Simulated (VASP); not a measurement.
Band structure of BaGe₃Pt (space group I4mm). Computed with PBEsol GGA, VASP's PBE PAW potentials (set 64) (plane waves; VASP 6.6.1).

Unless said otherwise, spin-orbit coupling is left out, though it shifts the bands of the heavy elements here.

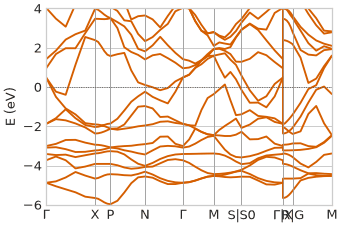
Figure. Bands along high-symmetry lines, zero at the valence-band maximum or, without a gap, the Fermi level

Read the plot: is there a gap, and where are the band edges?

It has no gap at this level: it comes out as a metal or semimetal.

The structure comes from a measured BaGe3Pt entry of the Crystallography Open Database, whose conditions weren't checked. The cell was not relaxed at this level. The k-mesh is coarse (spacing up to 0.32 per Å, 2π included), so the numbers may not be converged in it.
